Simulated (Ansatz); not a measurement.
# Decaying states in the gap of CsRb2Cl3, part 3 of 3

A new crystal, CsRb2Cl3: structure, gap and complex bands. It is built by putting Rb for Li in the CsLi2Cl3 structure of space group Immm, with the volume rescaled by atomic radii. The parent structure comes from the Materials Project.

Ansatz 0.2.0; r2SCAN DFT, plane waves, PAW files (the session's first sound run).

So far, gap on path (eV): step 3 (band edges, r2SCAN) 4.75; step 5 (r2SCAN norm-conserving, cutoff 930 eV) 4.75.

The structure was built from a prototype and need not be the compound's stable phase.

## 7. A check of the settings

This step: r2SCAN DFT, plane waves, PAW files; complex bands by layer matching along the plane's normal; changed: scf.mixing = {"algorithm": "anderson", "beta": 0.001, "ndim": 1}, scf.max_iter = 50 (Ansatz 0.2.0).

This run repeats an earlier one, its twin (the complex run, plane (001)), with four settings changed (scf.mixing.algorithm, scf.mixing.beta, scf.mixing.ndim, scf.max_iter; files written aside). The setting was drawn as a possible misstep, on purpose. Where the input is shown as a difference, that is against the step before, not the twin.

File input.yaml:

```yaml
crystal:
  lattice:
    - [4.517626943, 0.0, 0.0]
    - [0.0, 6.36704262, 0.0]
    - [2.258813472, 3.18352131, 8.328494652]
  atoms:
    - { symbol: Cs, position: [0.5, 0.5, 0.0] }
    - { symbol: Rb, position: [0.1868202895, 0.1868202895, 0.626359421] }
    - { symbol: Rb, position: [0.8131797105, 0.8131797105, 0.373640579] }
    - { symbol: Cl, position: [0.1727060037, 0.6727060037, 0.6545879926] }
    - { symbol: Cl, position: [0.8272939963, 0.3272939963, 0.3454120074] }
    - { symbol: Cl, position: [0.0, 0.0, 0.0] }
kpoints:
  mp_grid: { grid: [6, 6, 6] }
scf:
  occupations: { method: fixed }
  mixing: { algorithm: anderson, beta: 0.001, ndim: 1 }
  max_iter: 50
hamiltonian:
  xc: r2scan
output:
  eigenvalues: true
  transmission:
    leads: [[0, 0]]
    kpoints: [[0.0, 0.0], [0.5, 0.0]]
    e_range: [-1.0, 5.75]
    de: 0.17
```

Started as:

```bash
$ ansatz run input.yaml --threads 2 --pin off --max-ram 4096MiB --backend cpu --events-out ev --progress --plain --runs-dir out
```

Numbers of over 12 decimals in the logs are rounded to 6 here.

Log:

```text
Engine: ansatz 0.2.0, x86_64-unknown-linux-gnu
Pseudopotentials: kind: paw
Pseudopotential: Cs, paw, valence charge 9, recommended cutoff 500 eV (meta_gga), Cs.paw.azcp
Pseudopotential: Rb, paw, valence charge 9, recommended cutoff 500 eV (meta_gga), Rb.paw.azcp
Pseudopotential: Cl, paw, valence charge 7, recommended cutoff 500 eV (meta_gga), Cl.paw.azcp
Functional definition: r2SCAN
  parameter k0 = 0.174
  parameter k1 = 0.065
  parameter a1 = 4.9479
  exchange = r2scan_x(k0 = k0, k1 = k1, a1 = a1)
  correlation = r2scan_c
Crystal: 6 atoms, lattice volume = 239.560 Å³
Basis set: ecut = 500 eV, 6093 PW (Γ), exchange–correlation on 144×192×288 points (64 copies of the dense FFT grid, shifted against one another)
Bands: 30, of which v1, the nominal top of the filled ones, is band 24 counted from 1 (23 counted from 0)
Symmetry: 8 space group operations
Space group: Immm (ITA 71), of the structure as read, at distance tolerance 6.2e-5 Å
k-points: 46 of 216
Non-local potential: Cs, projectors of the file, l = 0: 3, l = 1: 2, l = 2: 2, l = 3: 2
Non-local potential: Rb, projectors of the file, l = 0: 3, l = 1: 2, l = 2: 2
Non-local potential: Cl, projectors of the file, l = 0: 2, l = 1: 2, l = 2: 2
PAW form: soft (Blöchl's): semilocal exchange-correlation on the pseudo side does not see the compensation charge
PAW frozen core: Cs, regenerated for the run's functional (the file was generated under x = pbe(κ = 0.804, μ = 0.219515), c = pbe(β = 0.066725))
PAW frozen core: Rb, regenerated for the run's functional (the file was generated under x = pbe(κ = 0.804, μ = 0.219515), c = pbe(β = 0.066725))
PAW frozen core: Cl, regenerated for the run's functional (the file was generated under x = pbe(κ = 0.804, μ = 0.219515), c = pbe(β = 0.066725))
PAW one-centre angular grid: Cs, 302 points (default); XC on 160 Gauss nodes
PAW one-centre angular grid: Rb, 302 points (default); XC on 160 Gauss nodes
PAW one-centre angular grid: Cl, 302 points (default); XC on 160 Gauss nodes
Initial density: superposition of atomic densities (neutral atoms: chi_scale 0, normalization atom), corrected by the library's trained network
Initial wavefunctions: pseudopotential atomic-orbital guess
Functional: x = r2scan, c = r2scan; τ floored in thin density (d = 2e-4 eV/Å³)
SCF iter   1: F=—  HF=-15505.368727 eV  |F-HF|=—  |Δ(HF+E_count)|=         —  Δρ=3.59e-3  dr2=1.81e-2  dr2_τ=5.21e-3  ethr=1.77e-3  ⟨swp⟩=5.9  Hψ=5642  notcnv=0  defer=136
preconditioner: auto → Resta (q_TF=auto, 2.087 Å⁻¹)  ε∞=2.5  [insulator: Δε(μ)=4.830 eV  Ē_g=12.733 eV  n_scr=34 (ndim 1)  ℏωp=15.5 eV  f_vac=0.123  ε∞_Penn≈2.5]
SCF iter   2: F=—  HF=-15505.436805 eV  |F-HF|=—  |Δ(HF+E_count)|=   6.81e-2  Δρ=3.65e-3  dr2=1.80e-2  dr2_τ=5.27e-4  ethr=3.77e-5  ⟨swp⟩=3.2  Hψ=3144  notcnv=0  defer=184
SCF iter   3: F=—  HF=-15505.436852 eV  |F-HF|=—  |Δ(HF+E_count)|=   4.69e-5  Δρ=3.64e-3  dr2=1.79e-2  dr2_τ=6.78e-4  ethr=3.75e-5  ⟨swp⟩=2.0  Hψ=1401  notcnv=0  defer=184
SCF iter   4: F=—  HF=-15505.436844 eV  |F-HF|=—  |Δ(HF+E_count)|=   7.72e-6  Δρ=3.64e-3  dr2=1.78e-2  dr2_τ=6.85e-4  ethr=3.72e-5  ⟨swp⟩=1.0  Hψ=1309  notcnv=0  defer=105
SCF iter   5: F=—  HF=-15505.436837 eV  |F-HF|=—  |Δ(HF+E_count)|=   6.67e-6  Δρ=3.64e-3  dr2=1.78e-2  dr2_τ=6.84e-4  ethr=3.72e-5  ⟨swp⟩=1.0  Hψ=1309  notcnv=0  defer=87
SCF iter   6: F=—  HF=-15505.436826 eV  |F-HF|=—  |Δ(HF+E_count)|=   1.13e-5  Δρ=3.63e-3  dr2=1.78e-2  dr2_τ=6.83e-4  ethr=3.71e-5  ⟨swp⟩=1.0  Hψ=1309  notcnv=0  defer=80
SCF iter   7: F=—  HF=-15505.436817 eV  |F-HF|=—  |Δ(HF+E_count)|=   8.45e-6  Δρ=3.63e-3  dr2=1.77e-2  dr2_τ=6.82e-4  ethr=3.70e-5  ⟨swp⟩=1.0  Hψ=1309  notcnv=0  defer=75
SCF iter   8: F=—  HF=-15505.436807 eV  |F-HF|=—  |Δ(HF+E_count)|=   1.04e-5  Δρ=3.62e-3  dr2=1.77e-2  dr2_τ=6.81e-4  ethr=3.69e-5  ⟨swp⟩=1.0  Hψ=1309  notcnv=0  defer=73
SCF iter   9: F=—  HF=-15505.436799 eV  |F-HF|=—  |Δ(HF+E_count)|=   7.93e-6  Δρ=3.62e-3  dr2=1.76e-2  dr2_τ=6.80e-4  ethr=3.68e-5  ⟨swp⟩=1.0  Hψ=1309  notcnv=0  defer=72
[...]
SCF iter  44: F=—  HF=-15505.436517 eV  |F-HF|=—  |Δ(HF+E_count)|=   5.98e-6  Δρ=3.49e-3  dr2=1.63e-2  dr2_τ=6.38e-4  ethr=3.41e-5  ⟨swp⟩=1.0  Hψ=1309  notcnv=0  defer=71
SCF iter  45: F=—  HF=-15505.436510 eV  |F-HF|=—  |Δ(HF+E_count)|=   7.18e-6  Δρ=3.49e-3  dr2=1.63e-2  dr2_τ=6.36e-4  ethr=3.40e-5  ⟨swp⟩=1.0  Hψ=1309  notcnv=0  defer=71
SCF iter  46: F=—  HF=-15505.436506 eV  |F-HF|=—  |Δ(HF+E_count)|=   4.47e-6  Δρ=3.49e-3  dr2=1.62e-2  dr2_τ=6.35e-4  ethr=3.39e-5  ⟨swp⟩=1.0  Hψ=1309  notcnv=0  defer=71
SCF iter  47: F=—  HF=-15505.436496 eV  |F-HF|=—  |Δ(HF+E_count)|=   9.90e-6  Δρ=3.48e-3  dr2=1.62e-2  dr2_τ=6.34e-4  ethr=3.38e-5  ⟨swp⟩=1.0  Hψ=1309  notcnv=0  defer=71
SCF iter  48: F=—  HF=-15505.436527 eV  |F-HF|=—  |Δ(HF+E_count)|=   3.16e-5  Δρ=3.48e-3  dr2=1.62e-2  dr2_τ=6.33e-4  ethr=3.38e-5  ⟨swp⟩=11.3  Hψ=6368  notcnv=0
SCF iter  49: F=—  HF=-15505.436519 eV  |F-HF|=—  |Δ(HF+E_count)|=   8.83e-6  Δρ=3.48e-3  dr2=1.61e-2  dr2_τ=6.32e-4  ethr=3.37e-5  ⟨swp⟩=1.0  Hψ=2873  notcnv=0
SCF iter  50: F=—  HF=-15505.436510 eV  |F-HF|=—  |Δ(HF+E_count)|=   8.82e-6  Δρ=3.47e-3  dr2=1.61e-2  dr2_τ=6.31e-4  ethr=3.36e-5  ⟨swp⟩=1.0  Hψ=2873  notcnv=0
Error: did not converge after 50 iterations: dr2 = 1.61e-2 (threshold 1.00e-7), under the density mixer `anderson`; at k-index 0, counted from 0 in this SCF's own list of k-points, the highest band that the last eigensolve's fill by count filled, 0.890390 eV, and the lowest that it left empty, 5.638355 eV, lay 4.748e0 eV apart, the closest at any k-point: where those lie closer than the levels still move from one iteration to the next, and no symmetry of the run holds them equal, such a fill need not settle, and opposed starting moments at zero total moment, or else a narrow smearing, may settle it (`scf.occupations.method`, Limitations, in the input reference); [rest of the remark cut]
```

Run time: 44 s. Hardware: 2 threads of Intel Xeon 6975P-C (Granite Rapids), shared host; peak memory 1.1 GiB.

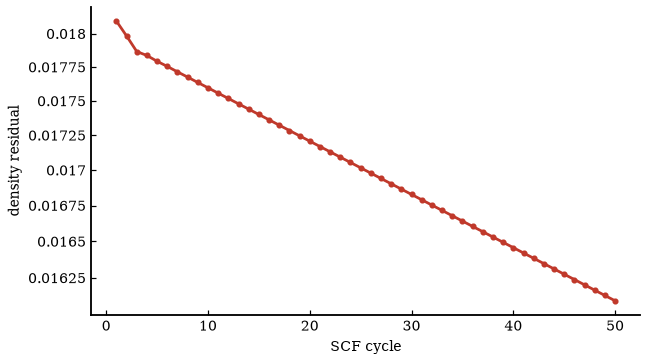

Residual by cycle in this run.

No converged result was reached; the numbers in the log don't describe the system.

After 50 cycles the residual stands at 0.016, against 0.017 at cycle 26 and a least value of 0.016. The cap of 50 cycles in the input ended the loop.

The program's message: “Error: did not converge after 50 iterations: dr2 = 1.61e-2 (threshold 1.00e-7), under the density mixer `anderson`; at k-index 0, counted from 0 in this SCF's own list of k-points, the highest band th …”

The fault put into the input: mixing far too weak (scf.mixing).

## 8. Summary of results

```json
{"band gap": "4.75 eV", "least decay constant at mid-gap, normal to (001)": "0.414 Å⁻¹"}
```

In words: With r2SCAN, the slowest decay at the wavevectors tried is κ = 0.414 Å⁻¹, normal to (001). Through such a film the transmission near mid-gap falls as exp(−2κd), a factor of ten every 2.8 Å. A free electron under a barrier of half the gap would need a mass of 0.28 mₑ to decay at this rate. The compound is made up by substitution; its stability against other phases and against distortions of the cell's symmetry was not tested. r2SCAN still narrows gaps, if less than LDA and GGA do, so real decay constants are likely larger.

[Logs are printed without paths, hosts, clocks, repeated set-up lines and the standing remarks that a program may print on its own settings, such as how far it seeks lower states.]

[Hosts, paths, dates, database ids (printed as entryN), source tags and the programs' standing remarks are cut or masked in the printed files.]

[New means built here by substitution; the compound itself may be known and measured.]
